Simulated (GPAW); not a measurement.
# Near-edge structure at the Cl K edge of K3ClO (Pm), part 2 of 3

What does one-electron theory with a core hole give for the Cl K edge of K3ClO (Pm)?

GPAW 26.7.0; X-ray absorption from dipole matrix elements to empty bands, plane-wave PAW LDA.

So far. Step 2 (The field without a hole): The mesh shows a gap of 0.85 eV, so the hole is first treated in a charged cell, without the excited electron. Step 3 (Spectrum without a core hole, Cl atom 4): Main maxima below 24 eV (height): 3.2 eV (2.03), 4.6 eV (2.07), 16.7 eV (1.58) and 21.3 eV (0.86). A K edge sees empty p states on the absorber.

**5. Spectrum with FCH, Cl atom 4**

The holes are 7.2 Å apart. In GPAW the data set carries the hole's charge, so charge=0 means a charged cell and charge=-1 a neutral one. The excited electron is left out and a uniform background balances the charge. After the field has converged, empty bands are computed with the density fixed and the dipole matrix elements are summed.

File xas.py:

```python
import numpy as np
from ase import Atoms
from ase.parallel import parprint, paropen
from gpaw import GPAW, PW, FermiDirac, Mixer, MixerDif, setup_paths
from gpaw.test import gen
setup_paths.insert(0, '.')
gen('Cl', name='fch1s', xcname='LDA', corehole=(1, 0, 1), write_xml=True)
from gpaw.mpi import world
world.barrier()

atoms = Atoms('K6Cl2O2',
    cell=[[5.10299038, 0, 5.14652504],
     [-5.14394718, 5.13676547, 0],
     [-5.14394718, -5.13676547, 0]],
    scaled_positions=[[0.02905632, 0.75652316, 0.75652316],
     [0.02905632, 0.25652316, 0.25652316],
     [0.96900341, 0.73301376, 0.23301376],
     [0.96900341, 0.23301376, 0.73301376],
     [0.50022143, 0.22965659, 0.22965659],
     [0.50022143, 0.7296566, 0.7296566],
     [0.5016102, 0.25161654, 0.75161654],
     [0.5016102, 0.75161654, 0.25161654],
     [0.00010864, 0.99303895, 0.99303895],
     [0.00010864, 0.49303895, 0.49303895]],
    pbc=True)
atoms.calc = calc = GPAW(legacy_gpaw=True, mode=PW(500, force_complex_dtype=True), xc='LDA', setups={6: 'fch1s'},
    kpts={'size': (3, 2, 2), 'gamma': True}, occupations=FermiDirac(0.02),
    charge=0, mixer=Mixer(0.1, 5, 50), maxiter=150,
    convergence={'density': 0.0001, 'eigenstates': 1e-6}, txt='scf.txt')
energy = atoms.get_potential_energy() + calc.get_reference_energy()
ef = calc.get_fermi_level()
out = dict(energy=energy, fermi=ef, forces=atoms.get_forces().tolist())
parprint(f'all-electron energy {energy:.4f} eV, Fermi level {ef:.4f} eV')
ev = np.array([[calc.get_eigenvalues(k, s) for k in range(len(calc.get_ibz_k_points()))] for s in range(calc.get_number_of_spins())])
out['homo'], out['lumo'], out['counts'] = ev[ev < ef].max(), ev[ev > ef].min(), sorted(set((ev < ef).sum((0, 2)).tolist()))
out['filled'] = (ev[:, 0] < ef).sum(1).tolist()

from ase.units import Ha
from gpaw.xas import dipole_matrix_elements
nb = int(calc.get_number_of_electrons() / 2) + 164
top, nb = nb, nb + 8 + nb // 12
nscf = calc.fixed_density(kpts={'size': (3, 3, 3), 'gamma': True}, nbands=nb,
    convergence={'bands': top, 'eigenstates': 5e-3}, maxiter=60, txt='nscf.txt')
cell = atoms.cell.array
ops = [cell.T @ U.T @ np.linalg.inv(cell.T) for U in nscf.wfs.kd.symmetry.op_scc]
filled = [40]  # bands filled in the ground state, by spin
E = np.arange(-6, 34, 0.1)
fwhm = np.interp(E, [4, 25], [0.9, 3.5])
Y, X, zero, highest = 0, 0, 1e9, 1e9
for spin in range(nscf.get_number_of_spins()):
    wfs = nscf.wfs
    mine = wfs.bd.get_slice()  # this rank's bands
    A = dipole_matrix_elements(wfs.setups[6])
    eps = np.zeros((wfs.kd.nibzkpts, nb))
    d = np.zeros((3, A.shape[1], wfs.kd.nibzkpts, nb), complex)
    for kpt in wfs.kpt_u:
        if kpt.s == spin and 6 in kpt.P_ani:
            eps[kpt.k, mine] = kpt.eps_n * Ha
            d[:, :, kpt.k, mine] = (kpt.weight * wfs.nspins / 2) ** 0.5 * np.inner(A, kpt.P_ani[6])
    world.sum(eps)
    world.sum(d)
    T = np.einsum('amkn,bmkn->abkn', d, d.conj()).real
    T = sum(np.einsum('ai,ijkn,bj->abkn', R, T, R) for R in ops) / len(ops)
    empty = np.ones_like(eps, bool) & (np.arange(nb) >= filled[spin])
    zero, highest = min(zero, eps[empty].min()), min(highest, eps[:, top - 1].min())
    lines = [(eps, T, empty)] if spin == 0 else lines + [(eps, T, empty)]
for eps, T, empty in lines:
    f = np.einsum('aakn->akn', T).reshape(3, -1)
    x = eps.ravel() - zero
    w = np.interp(x, E, fwhm) / 2.35482
    g = np.exp(-0.5 * ((E[:, None] - x) / w) ** 2) / (w * (2 * np.pi) ** 0.5)
    Y = Y + (f * empty.ravel()) @ g.T
    X = X + (f * ~empty.ravel()) @ g.T
out.update(E=E.round(2).tolist(), xas=Y.tolist(), xes=X.tolist(), zero=zero, valid=highest - zero, nk=len(eps), nb=nb)
for i in range(0, len(E), 10):
    parprint(f'{E[i]:7.2f}', *(f'{v:10.3e}' for v in Y[:, i]))
import json
with paropen('out.json', 'w') as f:
    json.dump(out, f)
```

The run is started by

```sh
OMP_NUM_THREADS=1 mpirun -n 4 gpaw python xas.py
```

Numbers of over 12 decimals in the logs are rounded to 6 here.

The program printed:

```text
Input parameters:
  convergence: {density: 0.0001,
                eigenstates: 1e-06}
  kpts: {gamma: True,
         size: (3, 2, 2)}
  maxiter: 150
  mixer: {backend: pulay,
          beta: 0.1,
          method: separate,
          nmaxold: 5,
          weight: 50}
  mode: {ecut: 500.0,
         force_complex_dtype: True,
         name: pw}
  occupations: {fixmagmom: False,
                name: fermi-dirac,
                width: 0.02}
  setups: {6: fch1s}

Initialize ...

[... PAW data sets ...]

Reference energy: -124302.026344  # eV

Spin-paired calculation

[... convergence settings ...]
Symmetries present (total): 1
  [... symmetry matrices ...]

12 k-points: 3 x 2 x 2 Monkhorst-Pack grid + [0.000000,1/4,1/4]
8 k-points in the irreducible part of the Brillouin zone
       k-points in crystal coordinates                weights
   0:     0.00000000    0.00000000    0.00000000          1/12
   1:     0.00000000    0.00000000    0.50000000          1/12
   2:     0.00000000    0.50000000    0.00000000          1/12
   3:     0.00000000    0.50000000    0.50000000          1/12
   4:     0.33333333    0.00000000    0.00000000          2/12
   5:     0.33333333    0.00000000    0.50000000          2/12
   6:     0.33333333    0.50000000    0.00000000          2/12
   7:     0.33333333    0.50000000    0.50000000          2/12

Wave functions: Plane wave expansion
  Cutoff energy: 500.000 eV
  Number of coefficients (min, max): 6867, 6925
  Pulay-stress correction: 0.000000 eV/Ang^3 (de/decut=0.000000)
  Using FFTW library
  Wavefunction extrapolation:
    Improved wavefunction reuse through dual PAW basis

Occupation numbers: Fermi-Dirac:
  width: 0.0200  # eV

Eigensolver
   Davidson(niter=2)

Densities:
  Coarse grid: 40*40*40 grid
  Fine grid: 80*80*80 grid
  Total Charge: 1.000000

Density mixing:
  Method: separate
  Backend: pulay
  Linear mixing parameter: 0.1
  old densities: 5
  Width of damping distribution: 1.1
  Damping of long wavelength oscillations: 50

[... Hamiltonian set-up ...]
Number of atoms: 10
Number of atomic orbitals: 46
Number of bands in calculation: 46
Number of valence electrons: 80
Bands to converge: occupied

... initialized

Initializing position-dependent things.

Density initialized from atomic densities
Creating initial wave functions:
  46 bands from LCAO basis set

                                   K

                             Cl K
                      K           K

                          Cl
               K            K
         O           O

Atomic positions and initial magnetic moments

Positions:
   0 K     -7.634756   -0.000000    0.149539    ( 0.0000,  0.0000,  0.0000)
   1 K     -2.490809   -0.000000    0.149539    ( 0.0000,  0.0000,  0.0000)
   2 K     -0.024379    2.568383    4.987000    ( 0.0000,  0.0000,  0.0000)
   3 K     -0.024379   -2.568383    4.987000    ( 0.0000,  0.0000,  0.0000)
   4 K      0.189942    0.000000    2.574402    ( 0.0000,  0.0000,  0.0000)
   5 K     -4.954005   -0.000000    2.574402    ( 0.0000,  0.0000,  0.0000)
   6 Cl    -2.600866   -2.568383    2.581549    ( 0.0000,  0.0000,  0.0000)
   7 Cl    -2.600866    2.568383    2.581549    ( 0.0000,  0.0000,  0.0000)
   8 O    -10.215725   -0.000000    0.000559    ( 0.0000,  0.0000,  0.0000)
   9 O     -5.071778    0.000000    0.000559    ( 0.0000,  0.0000,  0.0000)

Unit cell:
           periodic     x           y           z      points  spacing
  1. axis:    yes    5.102990    0.000000    5.146525    40     0.1287
  2. axis:    yes   -5.143947    5.136765    0.000000    40     0.1488
  3. axis:    yes   -5.143947   -5.136765    0.000000    40     0.1488

  Lengths:   7.247567   7.269563   7.269563
  Angles:   89.919951 119.882269 119.882269

Effective grid spacing dv^(1/3) = 0.1620

iter:   1   -62.365477
iter:   2   -57.116692   -0.97  -1.09
iter:   3   -52.382010   -0.54  -1.16
iter:   4   -52.969305   -1.36  -1.35
iter:   5   -51.692639   -1.22  -1.40
iter:   6   -52.679340   -0.84  -1.74
iter:   7   -51.622017   -1.43  -1.56
iter:   8   -51.856273   -1.56  -1.94
iter:   9   -51.649412   -2.30  -1.99
iter:  10   -51.672488   -1.97  -2.36
iter:  11   -51.635293c  -2.99  -2.28
iter:  12   -51.637912c  -4.26  -2.63
iter:  13   -51.637351c  -4.36  -2.60
iter:  14   -51.641662c  -2.83  -2.64
iter:  15   -51.642239c  -3.85  -2.68
iter:  16   -51.632323c  -3.24  -2.66
iter:  17   -51.632418c  -4.82  -3.25
iter:  18   -51.632632c  -4.92  -3.43
iter:  19   -51.632449c  -4.91  -3.53
iter:  20   -51.632451c  -6.01c -4.31c

Converged after 20 iterations.

Dipole moment: (-2.605540, -1.520894, 0.426850) |e|*Ang

Energy contributions relative to reference atoms: (reference = -124302.026344)

Kinetic:         -5.907023
Potential:       +1.036246
External:        +0.000000
XC:             -42.920735
Entropy (-ST):   -0.000017
Local:           -3.840931
SIC:             +0.000000
--------------------------
Free energy:    -51.632460
Extrapolated:   -51.632451

Showing only first 2 kpts
 Kpt  Band  Eigenvalues  Occupancy
  0    38      2.98605    1.99979
  0    39      2.98744    1.99978
  0    40      3.33459    0.00052
  0    41      5.61834    0.00000

  1    38      2.54676    2.00000
  1    39      2.55046    2.00000
  1    40      4.69756    0.00000
[...]
Fermi level: 3.16953

Gap: 0.347 eV
Transition (v -> c):
  (s=0, k=0, n=39, [0.00, 0.00, 0.00]) -> (s=0, k=0, n=40, [0.00, 0.00, 0.00])
No difference between direct/indirect transitions

Forces in eV/Ang:
  0 K     0.01330   -0.05302   -0.03476
  1 K     0.01330    0.05302   -0.03476
  2 K    -0.05057   -0.00000    0.04589
  3 K     0.07495    0.00000    0.03202
  4 K    -0.03180   -0.07990   -0.00650
  5 K    -0.03180    0.07990   -0.00650
  6 Cl    0.01064    0.00000   -0.00067
  7 Cl   -0.02242    0.00000    0.00508
  8 O     0.01275    0.01135   -0.00010
  9 O     0.01275   -0.01135   -0.00010
Scalar-relativistic atomic LDA calculation for Cl (Chlorine, Z=17)
Core hole in 1s state (1s occupation: 1.0)
450 radial gridpoints.
|------------------------------------------------|
|------------------------------------------------|
[... the atom generator's iteration count ...]

Energy contributions:
-------------------------
Kinetic:     +356.732518
XC:           -22.239746
Potential:   -690.338691
-------------------------
Total:       -355.845919

state      eigenvalue         ekin         rmax
-----------------------------------------------
1s^1.0 :  -107.726002   141.772241        0.059
2s^2.0 :   -10.972790    23.767707        0.349
2p^6.0 :    -8.968435    23.615349        0.282
3s^2.0 :    -1.303438     4.240034        1.185
3p^5.0 :    -0.820961     3.450540        1.257
-----------------------------------------------
(units: Bohr and Hartree)

Generating PAW setup
Kinetic energy of the core from tauc = 331.998599
Cutoffs:
rc(s)=1.500
rc(p)=1.500
rc(d)=1.500
rc(vbar)=1.350
rc(comp)=1.500
rc(nct)=1.500

Kinetic energy of the core states: 330.999752
Charge: 1.0
Core electrons: 9.0
Valence electrons: 7.0
Pseudo-core charge: 0.090694
Shape function alpha=4.444
Pseudo-electron charge 7.494753
state    eigenvalue         norm
--------------------------------
3s(2) :    -1.303438     1.198160
*s    :    -0.303438
3p(5) :    -0.820961     1.001548
*p    :     0.179039
*d    :     0.000000
--------------------------------

Diagonalizing with gridspacing h=0.050

state   all-electron     PAW
-------------------------------
3s:      -1.303438    -1.304343
3p:      -0.820961    -0.822054
*d:                   -0.151956
*f:                   -0.015229
-------------------------------
all-electron energy -124353.6588 eV, Fermi level 3.1695 eV
[...]
31.00  2.439e-06  2.479e-06  2.432e-06
  32.00  2.089e-06  2.077e-06  2.066e-06
  33.00  1.753e-06  1.719e-06  1.748e-06
```

Run time: 1.7 min. Hardware: 4 MPI ranks of Intel Xeon Platinum 8488C (Sapphire Rapids), shared host; peak memory 0.5 GiB; 6.6 min of CPU time.

The Cl K spectrum, Cl atom 4, full core hole (charged cell) (energy from the lowest empty level; intensity scaled to a mean of 1 over the first 20 eV; polarised curves are means over the symmetry-equivalent atoms):

```tsv
E (eV)	isotropic	ε ∥ x	ε ∥ y	ε ∥ z
-2.0	0.00	0.00	0.00	0.00
-0.5	0.00	0.00	0.00	0.00
1.0	0.14	0.14	0.14	0.13
2.5	2.05	2.05	2.04	2.07
4.0	1.28	1.26	1.27	1.30
5.5	1.00	1.00	1.02	0.98
7.0	0.35	0.35	0.35	0.33
8.5	0.40	0.40	0.39	0.41
10.0	0.54	0.54	0.55	0.52
11.5	0.73	0.76	0.75	0.69
13.0	1.04	1.06	0.98	1.09
14.5	1.63	1.59	1.59	1.71
16.0	1.60	1.59	1.62	1.58
17.5	1.33	1.32	1.37	1.31
19.0	1.00	1.00	1.01	0.99
20.5	0.69	0.69	0.70	0.66
22.0	0.61	0.62	0.62	0.58
23.5	0.65	0.66	0.63	0.64
25.0	0.82	0.84	0.79	0.84
26.5	1.01	1.02	0.98	1.04
28.0	1.37	1.34	1.36	1.39
29.5	1.56	1.52	1.58	1.57
```

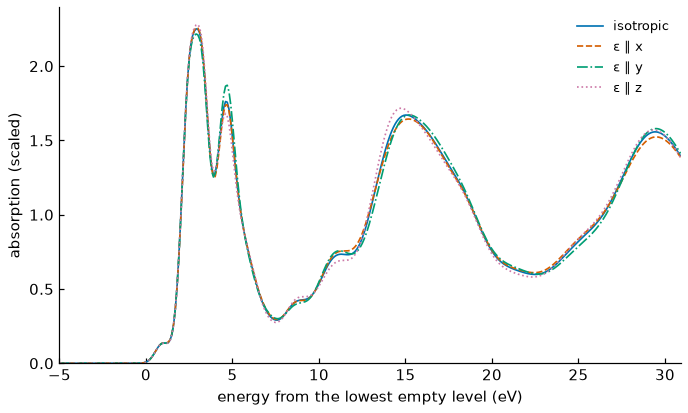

The Cl K edge, Cl atom 4, full core hole (charged cell): main maxima at 2.9, 4.6 and 15.0 eV.

Main maxima below 24 eV (height): 2.9 eV (2.25), 4.6 eV (1.76) and 15.0 eV (1.67). 

The hole costs E(hole) − E(ground) = 2822.46 eV, and the lowest empty level of the hole cell on the spectrum's mesh lies at 3.34 eV, which puts the zero at 2825.80 eV. One term is added: -17.80 eV, since the hole is spin-paired here and a spin-polarised one costs that much less in the free atom (computed apart). The photon energy is then 2808.00 eV. The functional and the charged cell's background leave an error in such absolute values: in the free atom LDA prices this hole 9.7 eV below PBE (computed apart), and PBE is itself good to a few eV.

**6. Excitation energy, Cl atom 4**

With the excited electron kept in the cell the system stays neutral, and the energy difference is an excitation energy by itself. In a small cell that electron takes up a good share of the lowest empty band, or all of one, which shifts the value from the true onset.

Changed against the first core-hole run: core hole to XCH, with the smearing that suits a partly filled band.

File scf.py:

```python
import numpy as np
from ase import Atoms
from ase.parallel import parprint, paropen
from gpaw import GPAW, PW, FermiDirac, Mixer, MixerDif, setup_paths
from gpaw.test import gen
setup_paths.insert(0, '.')
gen('Cl', name='fch1s', xcname='LDA', corehole=(1, 0, 1), write_xml=True)
from gpaw.mpi import world
world.barrier()

atoms = Atoms('K6Cl2O2',
    cell=[[5.10299038, 0, 5.14652504],
     [-5.14394718, 5.13676547, 0],
     [-5.14394718, -5.13676547, 0]],
    scaled_positions=[[0.02905632, 0.75652316, 0.75652316],
     [0.02905632, 0.25652316, 0.25652316],
     [0.96900341, 0.73301376, 0.23301376],
     [0.96900341, 0.23301376, 0.73301376],
     [0.50022143, 0.22965659, 0.22965659],
     [0.50022143, 0.7296566, 0.7296566],
     [0.5016102, 0.25161654, 0.75161654],
     [0.5016102, 0.75161654, 0.25161654],
     [0.00010864, 0.99303895, 0.99303895],
     [0.00010864, 0.49303895, 0.49303895]],
    pbc=True)
atoms.calc = calc = GPAW(legacy_gpaw=True, mode=PW(500, force_complex_dtype=True), xc='LDA', setups={6: 'fch1s'},
    kpts={'size': (3, 2, 2), 'gamma': True}, occupations=FermiDirac(0.04),
    charge=-1, mixer=Mixer(0.1, 5, 50), maxiter=150,
    convergence={'density': 0.0001, 'eigenstates': 1e-6}, txt='scf.txt')
energy = atoms.get_potential_energy() + calc.get_reference_energy()
ef = calc.get_fermi_level()
out = dict(energy=energy, fermi=ef, forces=atoms.get_forces().tolist())
parprint(f'all-electron energy {energy:.4f} eV, Fermi level {ef:.4f} eV')
ev = np.array([[calc.get_eigenvalues(k, s) for k in range(len(calc.get_ibz_k_points()))] for s in range(calc.get_number_of_spins())])
out['homo'], out['lumo'], out['counts'] = ev[ev < ef].max(), ev[ev > ef].min(), sorted(set((ev < ef).sum((0, 2)).tolist()))
out['filled'] = (ev[:, 0] < ef).sum(1).tolist()
import json
with paropen('out.json', 'w') as f:
    json.dump(out, f)
```

The run is started by

```sh
OMP_NUM_THREADS=1 mpirun -n 4 gpaw python scf.py
```

The program printed:

```text
Input parameters:
  charge: -1
  convergence: {density: 0.0001,
                eigenstates: 1e-06}
  kpts: {gamma: True,
         size: (3, 2, 2)}
  maxiter: 150
  mixer: {backend: pulay,
          beta: 0.1,
          method: separate,
          nmaxold: 5,
          weight: 50}
  mode: {ecut: 500.0,
         force_complex_dtype: True,
         name: pw}
  occupations: {fixmagmom: False,
[...]
3s(2) :    -1.303438     1.198160
*s    :    -0.303438
3p(5) :    -0.820961     1.001548
*p    :     0.179039
*d    :     0.000000
--------------------------------

Diagonalizing with gridspacing h=0.050

state   all-electron     PAW
-------------------------------
3s:      -1.303438    -1.304343
3p:      -0.820961    -0.822054
*d:                   -0.151956
*f:                   -0.015229
-------------------------------
all-electron energy -124349.5114 eV, Fermi level 4.3633 eV
[key lines of the parts left out:]
Converged after 18 iterations.
Dipole moment: (-2.579368, -1.188461, 0.429568) |e|*Ang
Free energy:    -47.493300
Fermi level: 4.36334
```

The job ended after 22 s (4 MPI ranks; peak memory 0.29 GiB; 86 s of CPU time).

The total-energy difference is 2826.61 eV. With the free-atom term of -17.80 eV for this edge, the photon energy is 2808.81 eV.

**7. Spectrum with HCH, Cl atom 4**

The holes are 7.2 Å apart. The data set carries half a charge, which charge=0 leaves uncompensated but for the background. Half a hole is Slater's transition state, a compromise that weakens the attraction. After the field has converged, empty bands are computed with the density fixed and the dipole matrix elements are summed.

Changed against the first core-hole run: core hole from full to half.

xas.py, as its differences from that of step 5:

```diff
@@ -6,3 +6,3 @@
 setup_paths.insert(0, '.')
-gen('Cl', name='fch1s', xcname='LDA', corehole=(1, 0, 1), write_xml=True)
+gen('Cl', name='hch1s', xcname='LDA', corehole=(1, 0, 0.5), write_xml=True)
 from gpaw.mpi import world
@@ -25,3 +25,3 @@
     pbc=True)
-atoms.calc = calc = GPAW(legacy_gpaw=True, mode=PW(500, force_complex_dtype=True), xc='LDA', setups={6: 'fch1s'},
+atoms.calc = calc = GPAW(legacy_gpaw=True, mode=PW(500, force_complex_dtype=True), xc='LDA', setups={6: 'hch1s'},
     kpts={'size': (3, 2, 2), 'gamma': True}, occupations=FermiDirac(0.02),
```

The run is started by

```sh
OMP_NUM_THREADS=1 mpirun -n 4 gpaw python xas.py
```

The program printed:

```text
Input parameters:
  convergence: {density: 0.0001,
                eigenstates: 1e-06}
  kpts: {gamma: True,
         size: (3, 2, 2)}
  maxiter: 150
  mixer: {backend: pulay,
          beta: 0.1,
          method: separate,
          nmaxold: 5,
          weight: 50}
  mode: {ecut: 500.0,
         force_complex_dtype: True,
         name: pw}
  occupations: {fixmagmom: False,
                name: fermi-dirac,
[...]
*p    :     0.446985
*d    :     0.000000
--------------------------------

Diagonalizing with gridspacing h=0.050

state   all-electron     PAW
-------------------------------
3s:      -1.016569    -1.017370
3p:      -0.553015    -0.553825
*d:                   -0.016623
*f:                    0.032295
-------------------------------
all-electron energy -125787.4564 eV, Fermi level 3.1462 eV
[...]
32.00  2.510e-06  2.523e-06  2.500e-06
  33.00  2.127e-06  2.096e-06  2.123e-06
[key lines of the parts left out:]
Converged after 20 iterations.
Dipole moment: (-2.601004, -0.690146, 0.424224) |e|*Ang
Free energy:    -43.617023
Fermi level: 3.14618
```

Wall time 98 s (4 MPI ranks); peak memory 0.5 GiB; 6.5 min of CPU time.

```tsv
E (eV)	first run	this run
-2.0	0.00	0.00
-1.0	0.00	0.00
0.0	0.01	0.01
1.0	0.14	0.17
2.0	0.95	0.83
3.0	2.25	2.05
4.0	1.28	1.39
5.0	1.52	1.84
6.0	0.71	0.99
7.0	0.35	0.44
8.0	0.33	0.32
9.0	0.43	0.46
10.0	0.54	0.52
11.0	0.73	0.61
12.0	0.74	0.62
13.0	1.04	0.87
14.0	1.50	1.27
15.0	1.67	1.49
16.0	1.60	1.55
17.0	1.43	1.51
18.0	1.24	1.36
19.0	1.00	1.09
20.0	0.76	0.81
21.0	0.65	0.67
22.0	0.61	0.61
23.0	0.61	0.59
24.0	0.70	0.65
25.0	0.82	0.75
26.0	0.94	0.82
27.0	1.12	0.94
28.0	1.37	1.16
29.0	1.54	1.38
30.0	1.53	1.48
```

Against the first run the r.m.s. difference is 13 %. The highest intensity below 16 eV goes from 2.9 eV (2.25) to 3.1 eV (2.06).

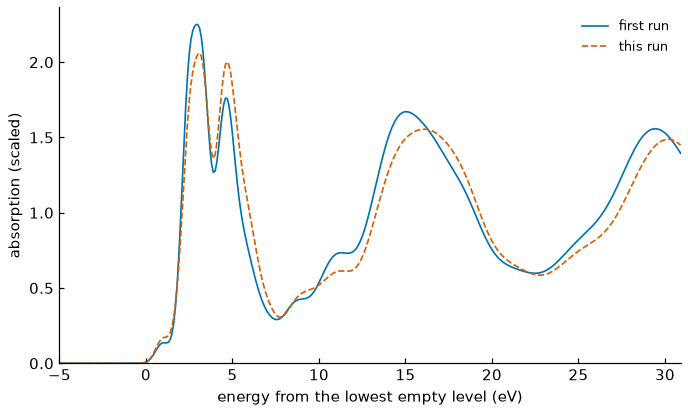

The effect of the change (core hole from full to half).

(Continued in part 3 of 3.)

[Banner, clock and machine lines of the logs are left out without a mark of their own.]

[Logs are printed without paths, hosts, clocks, repeated set-up lines and the standing remarks that a program may print on its own settings, such as how far it seeks lower states.]

[Hosts, paths, dates, database ids (printed as entryN), source tags and the programs' standing remarks are cut or masked in the printed files.]

[Lists of maxima count a maximum above −3 eV only where it reaches 4 % of the highest in the window and stands out from its surroundings by 2 % of it (1.5 % where it reaches 55 %); shoulders and weaker maxima are passed over, and of the rest the first, up to two pre-edge ones and the few strongest are named.]
